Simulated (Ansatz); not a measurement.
**Geometry relaxation, with input and output: HfH₂ClF₃**

- system: HfH₂ClF₃
- method: RKS PBE/def2-SVP (Ansatz 0.2.0)

It belongs to a series of runs on one base structure; here: end point A relaxed. Figures and captions count atoms from 1; the log counts them from 0 in places.

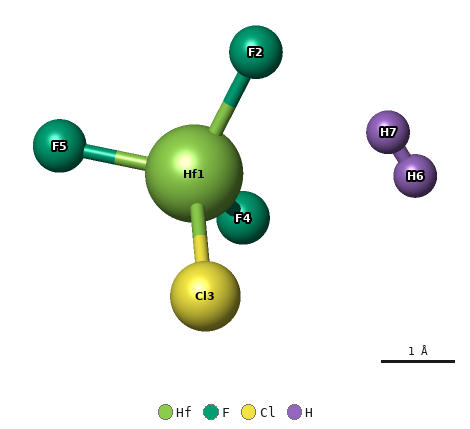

Fig. 1: The starting structure (ball-and-stick view, seen at a tilt; atoms are numbered from 1 in the order of the input). Sticks mark near contacts.

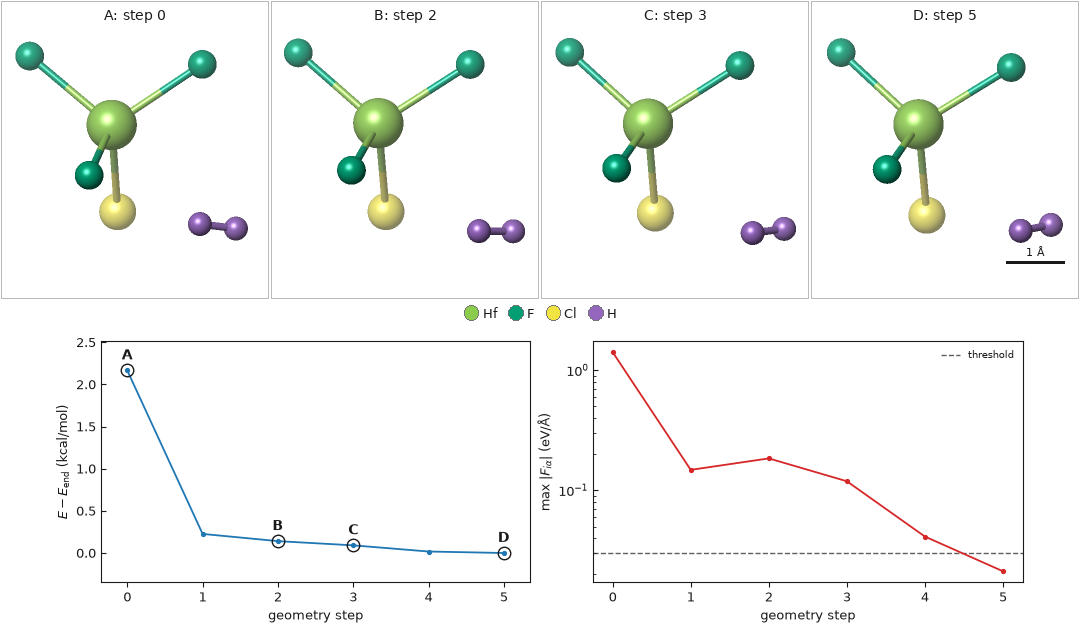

Fig. 2: Frames of the relaxation (ball-and-stick view, seen at a tilt) above the curves, on which the letters mark them (the first geometry is step 0 here and step 1 in the log).

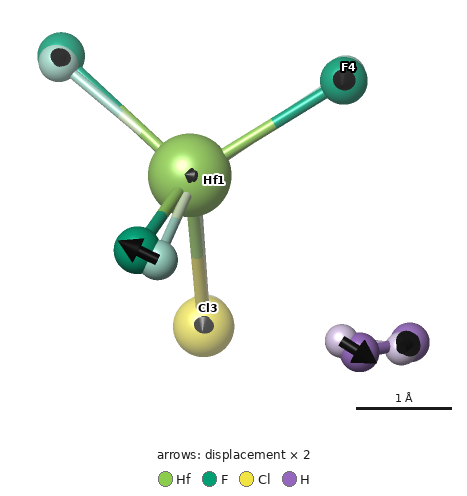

Fig. 3: Start (faint) and end (solid) with the displacements as black arrows, magnified 2 times (ball-and-stick view, seen at a tilt). The two geometries are laid on each other by the best rigid fit. The energy falls by 2.17 kcal/mol in 5 geometry steps. The largest force component goes from 1.4 to 0.021 eV/Å. The atom that moves furthest after the best rigid fit is F2 (0.24 Å). Largest moves by element: F 0.24 Å, H 0.22 Å, Cl 0.11 Å, Hf 0.07 Å. Distances before and after: H6–H7 0.723 → 0.769 Å, Hf1–F2 1.953 → 1.915 Å, Hf1–Cl3 2.356 → 2.361 Å. (Atoms are counted from 1 in the order of the input.)

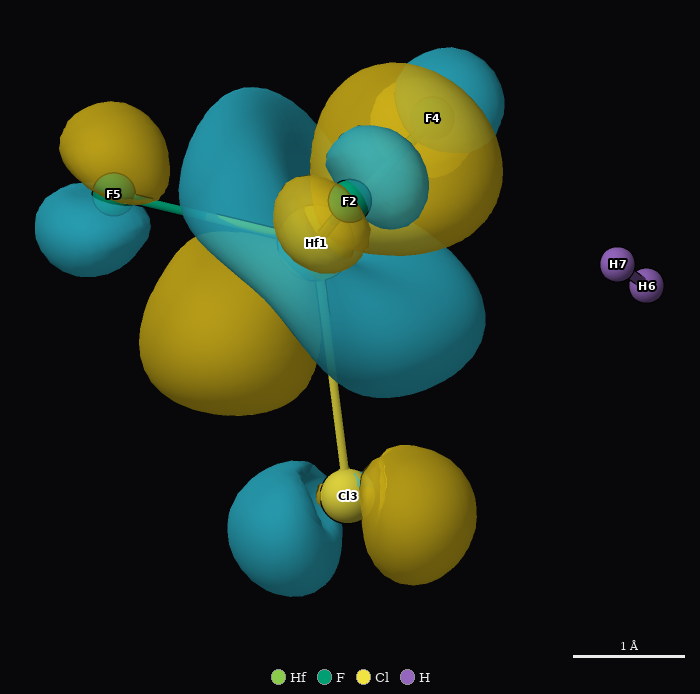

Fig. 4: The LUMO at ±0.1 Å⁻³ᐟ² (yellow and cyan are the two phases), seen at a tilt. Its weight (Hirshfeld) is mainly on Hf1 (70 %) and Cl3 (10 %). Its energy is −2.11 eV.

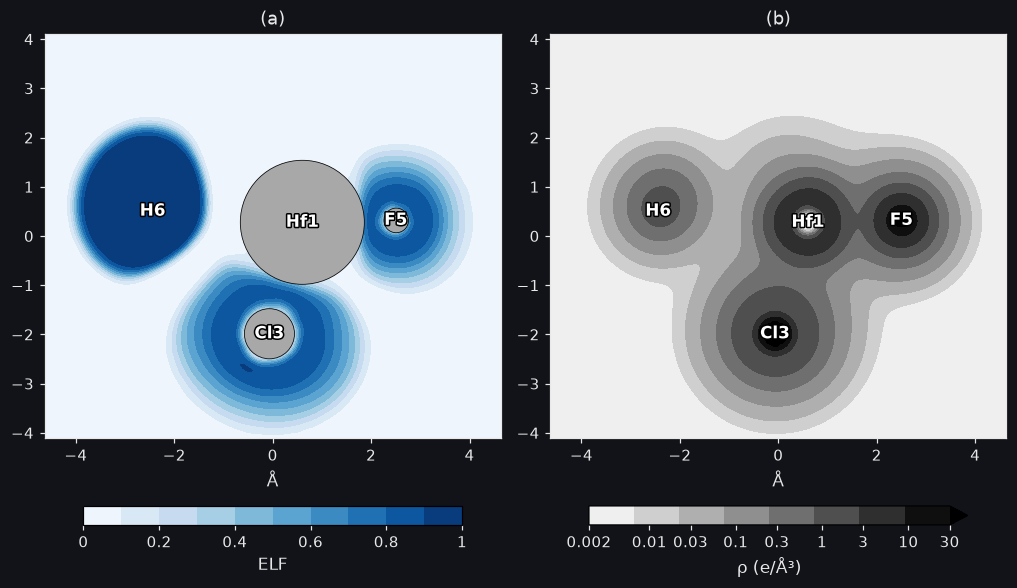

Fig. 5: (a) ELF; (b) electron density on the plane of atoms Cl3, Hf1 and F5. Grey discs, where drawn, cover atomic cores. Atoms in the plane: Hf, Cl, F and H. Hf–F (1.91 Å): ρ is about 0.89 e/Å³ halfway; the ELF peaks at about 0.85 in the valence shell of F, 0.5 Å from its nucleus, and drops to about 0.20 between the two atoms. Hf–Cl (2.36 Å): ρ at the midpoint is about 0.56 e/Å³; the ELF peaks at about 0.85 in the valence shell of Cl, 0.8 Å from its nucleus, and is about 0.35 at the midpoint.

The input that produced these results follows, with the program's output.

Input
```yaml
crystal:
  periodic: [false, false, false]
  atoms:
    - { symbol: Hf, position_ang: [-0.011809, -0.158589, -0.055448] }
    - { symbol: F, position_ang: [0.026301, -0.198211, 1.897021] }
    - { symbol: Cl, position_ang: [2.136447, -0.35541, -1.003715] }
    - { symbol: F, position_ang: [-0.918421, 1.387417, -0.715944] }
    - { symbol: F, position_ang: [-1.031103, -1.665117, -0.621149] }
    - { symbol: H, position_ang: [1.257277, 2.239763, 1.334459] }
    - { symbol: H, position_ang: [0.999709, 1.686547, 1.722676] }
basis:
  gaussian: { orbitals: def2-SVP }
hamiltonian:
  xc: pbe
relax:
  f_tol: 0.03
  max_steps: 50
output:
  orbitals: {}
```

Launch command:
```bash
ansatz run input.yaml --threads 2 --pin off --max-ram 3072MiB --backend cpu --events-out ev --progress --plain --runs-dir out
```

The program's output
```
The last accepted step is kept in [file] (removed where the run ends without a failure and the disk answers)
Engine: ansatz 0.2.0, x86_64-unknown-linux-gnu
Functional definition: PBE
  parameter kappa = 0.804
  parameter beta = 0.06672455060314922
  exchange = pbe_x(kappa = kappa, mu = beta*pi^2/3)
  correlation = pbe_c(beta = beta)
1069 factors; their error is unknown
mean field evaluation 1: about -21992.4916 eV, gradient 6.0e1 eV
mean field evaluation 2: about -21922.0513 eV, gradient 2.2e2 eV
mean field evaluation 4: about -21998.3898 eV, gradient 6.3e0 eV
mean field evaluation 8: about -21998.4728 eV, gradient 2.0e-1 eV
mean field evaluation 16: about -21998.3829 eV, gradient 3.4e-4 eV
mean field -21998.38285513 eV, -808.4256588864 hartree, gradient 2.5e-5 eV, S^2 0.000000; 0 other end points of the search recorded, 0 dependent functions left out
the calculation of the forces begins
reference -21998.38292849 eV, -808.4256615824 hartree; 29, 29 occupied and 73, 73 virtual orbitals, 1069 factors
relax step   1: F+E_penalty+E_count = -21998.38285513 eV  Δ(F+E_penalty+E_count) = +0.000e0 eV  max|allowed force component| = 1.413e0 eV/Å  Δτ_max = 0.0000 Å  (27 SCF iters, accepted)
these checks for a lower state are left out or cut short: starts, cluster_reference, orbital_swaps, neighbouring_geometries, increment
1069 factors; their error is unknown
mean field -21998.46695596 eV, -808.4287495351 hartree, gradient 9.2e-6 eV, S^2 0.000000; 0 other end points of the search recorded, 0 dependent functions left out
the calculation of the forces begins
reference -21998.46702897 eV, -808.4287522182 hartree; 29, 29 occupied and 73, 73 virtual orbitals, 1069 factors
relax step   2: F+E_penalty+E_count = -21998.46695596 eV  Δ(F+E_penalty+E_count) = -8.410e-2 eV  max|allowed force component| = 1.481e-1 eV/Å  Δτ_max = 0.1947 Å  (35 SCF iters, accepted)
these checks for a lower state are left out or cut short: starts, cluster_reference, orbital_swaps, neighbouring_geometries, increment
1069 factors; their error is unknown
mean field evaluation 32: about -21998.4707 eV, gradient 6.5e-6 eV
mean field -21998.47067168 eV, -808.4288860854 hartree, gradient 6.4e-6 eV, S^2 0.000000; 0 other end points of the search recorded, 0 dependent functions left out
the calculation of the forces begins
reference -21998.47074467 eV, -808.4288887677 hartree; 29, 29 occupied and 73, 73 virtual orbitals, 1069 factors
relax step   3: F+E_penalty+E_count = -21998.47067168 eV  Δ(F+E_penalty+E_count) = -3.716e-3 eV  max|allowed force component| = 1.845e-1 eV/Å  Δτ_max = 0.0442 Å  (30 SCF iters, accepted)
these checks for a lower state are left out or cut short: starts, cluster_reference, orbital_swaps, neighbouring_geometries, increment
1069 factors; their error is unknown
mean field -21998.47283533 eV, -808.4289655979 hartree, gradient 9.8e-6 eV, S^2 0.000000; 0 other end points of the search recorded, 0 dependent functions left out
the calculation of the forces begins
reference -21998.47290850 eV, -808.4289682868 hartree; 29, 29 occupied and 73, 73 virtual orbitals, 1069 factors
relax step   4: F+E_penalty+E_count = -21998.47283533 eV  Δ(F+E_penalty+E_count) = -2.164e-3 eV  max|allowed force component| = 1.191e-1 eV/Å  Δτ_max = 0.0938 Å  (29 SCF iters, accepted)
these checks for a lower state are left out or cut short: starts, cluster_reference, orbital_swaps, neighbouring_geometries, increment
1069 factors; their error is unknown
mean field -21998.47600823 eV, -808.4290821999 hartree, gradient 1.8e-5 eV, S^2 0.000000; 0 other end points of the search recorded, 0 dependent functions left out
the calculation of the forces begins
reference -21998.47608149 eV, -808.4290848920 hartree; 29, 29 occupied and 73, 73 virtual orbitals, 1069 factors
relax step   5: F+E_penalty+E_count = -21998.47600823 eV  Δ(F+E_penalty+E_count) = -3.173e-3 eV  max|allowed force component| = 4.123e-2 eV/Å  Δτ_max = 0.0795 Å  (29 SCF iters, accepted)
these checks for a lower state are left out or cut short: starts, cluster_reference, orbital_swaps, neighbouring_geometries, increment
1069 factors; their error is unknown
mean field -21998.47677999 eV, -808.4291105614 hartree, gradient 8.5e-6 eV, S^2 0.000000; 0 other end points of the search recorded, 0 dependent functions left out
the calculation of the forces begins
reference -21998.47685333 eV, -808.4291132567 hartree; 29, 29 occupied and 73, 73 virtual orbitals, 1069 factors
relax step   6: F+E_penalty+E_count = -21998.47677999 eV  Δ(F+E_penalty+E_count) = -7.718e-4 eV  max|allowed force component| = 2.120e-2 eV/Å  Δτ_max = 0.0371 Å  (30 SCF iters, accepted)
1069 factors; their error is unknown
mean field evaluation 64: about -21998.1736 eV, gradient 1.3e1 eV
mean field -21998.47677999 eV, -808.4291105614 hartree, gradient 8.8e-6 eV, S^2 0.000000; 1 other end points of the search recorded, 0 dependent functions left out
the calculation of the forces begins
reference -21998.47685333 eV, -808.4291132567 hartree; 29, 29 occupied and 73, 73 virtual orbitals, 1069 factors
Total energy: -21998.47685333 eV, -808.4291132567 hartree
Atom 0 at    -0.037740    -0.206324    -0.023447 Å, force    -0.005783    -0.009683    -0.006288 eV/Å
Atom 1 at    -0.076058    -0.414386     1.880075 Å, force    -0.004939    -0.004301     0.004968 eV/Å
Atom 2 at     2.153746    -0.346131    -0.891564 Å, force    -0.000553     0.005838    -0.003238 eV/Å
Atom 3 at    -0.926107     1.397925    -0.569173 Å, force     0.003150    -0.009702    -0.005022 eV/Å
Atom 4 at    -1.039014    -1.658581    -0.749144 Å, force     0.007652     0.021199     0.010809 eV/Å
Atom 5 at     1.279021     2.288509     1.142982 Å, force    -0.001113    -0.005454     0.002308 eV/Å
Atom 6 at     1.104552     1.875389     1.768172 Å, force     0.001586     0.002103    -0.003537 eV/Å
Dipole moment:     0.036927     0.115750     0.079950 e Å
```

Trajectory as extended XYZ (Å, eV, eV/Å), 6 frames, from step=1 to step=6
```
7
Properties=species:S:1:pos:R:3:forces:R:3 step=1 energy=-21998.38285
Hf   -0.0118   -0.1586   -0.0554    0.0326   0.0134   0.8259
F     0.0263   -0.1982    1.8970   -0.1216  -0.1881  -0.7829
Cl    2.1364   -0.3554   -1.0037    0.0157  -0.0016  -0.0080
F    -0.9184    1.3874   -0.7159   -0.0060   0.0067  -0.0008
F    -1.0311   -1.6651   -0.6211   -0.0095  -0.0093  -0.0021
H     1.2573    2.2398    1.3345    0.6630   1.4128  -1.0316
H     0.9997    1.6865    1.7227   -0.5741  -1.2339   0.9995
7
Properties=species:S:1:pos:R:3:forces:R:3 step=2 energy=-21998.46696
Hf   -0.0359   -0.2110   -0.0647   -0.0296  -0.0793   0.1157
F    -0.0394   -0.3227    1.8551    0.0068   0.0169  -0.1481
Cl    2.1185   -0.3859   -1.0093    0.0277   0.0069   0.0267
F    -0.9326    1.3497   -0.7063   -0.0096   0.0405   0.0364
F    -1.0522   -1.7033   -0.6741    0.0000   0.0032  -0.0100
H     1.3350    2.3705    1.3325   -0.0506  -0.0980   0.0516
H     1.0650    1.8389    1.8247    0.0552   0.1099  -0.0722
7
Properties=species:S:1:pos:R:3:forces:R:3 step=3 energy=-21998.47067
Hf   -0.0401   -0.2178   -0.0641   -0.0031  -0.0175  -0.0084
F    -0.0421   -0.3407    1.8483   -0.0031  -0.0018   0.0005
Cl    2.1271   -0.3806   -0.9850    0.0066   0.0045   0.0185
F    -0.9329    1.3573   -0.6790    0.0008   0.0146   0.0287
F    -1.0579   -1.7023   -0.6903   -0.0057  -0.0099  -0.0163
H     1.3282    2.3566    1.2912   -0.0844  -0.1631   0.1614
H     1.0761    1.8639    1.8367    0.0891   0.1732  -0.1845
7
Properties=species:S:1:pos:R:3:forces:R:3 step=4 energy=-21998.47284
Hf   -0.0382   -0.2201   -0.0453   -0.1191  -0.1058  -0.0474
F    -0.0846   -0.4239    1.8567    0.0325   0.0413   0.0589
Cl    2.1357   -0.3849   -0.9425    0.0687   0.0215  -0.0019
F    -0.9399    1.3652   -0.6199    0.0129   0.0448   0.0159
F    -1.0485   -1.6823   -0.7342    0.0144   0.0188  -0.0100
H     1.3140    2.3607    1.2227    0.0172   0.0383  -0.0817
H     1.1199    1.9216    1.8204   -0.0265  -0.0588   0.0663
7
Properties=species:S:1:pos:R:3:forces:R:3 step=5 energy=-21998.47601
Hf   -0.0390   -0.2181   -0.0281   -0.0212   0.0267  -0.0088
F    -0.0749   -0.4335    1.8740    0.0020   0.0147   0.0160
Cl    2.1539   -0.3490   -0.8922    0.0049  -0.0090  -0.0104
F    -0.9164    1.3939   -0.5701    0.0034  -0.0262   0.0050
F    -1.0549   -1.6627   -0.7476    0.0122   0.0055  -0.0100
H     1.2894    2.3204    1.1588    0.0014   0.0032  -0.0330
H     1.1004    1.8855    1.7631   -0.0027  -0.0147   0.0412
7
Properties=species:S:1:pos:R:3:forces:R:3 step=6 energy=-21998.47678
Hf   -0.0377   -0.2063   -0.0234   -0.0058  -0.0097  -0.0063
F    -0.0761   -0.4144    1.8801   -0.0049  -0.0043   0.0050
Cl    2.1537   -0.3461   -0.8916   -0.0006   0.0058  -0.0032
F    -0.9261    1.3979   -0.5692    0.0032  -0.0097  -0.0050
F    -1.0390   -1.6586   -0.7491    0.0077   0.0212   0.0108
H     1.2790    2.2885    1.1430   -0.0011  -0.0055   0.0023
H     1.1046    1.8754    1.7682    0.0016   0.0021  -0.0035
```

Results in brief

- outcome: converged
- total energy: −21998.4769 eV
- mean-field energy: −21998.4769 eV
- largest force (length of the vector) at the end: 0.025 eV/Å
- hardware: 2 threads of AMD EPYC (Zen 5), 32 GiB of memory available, shared host
- wall time: 6.1 s (CPU time 12 s)
- peak memory: 0.22 GiB
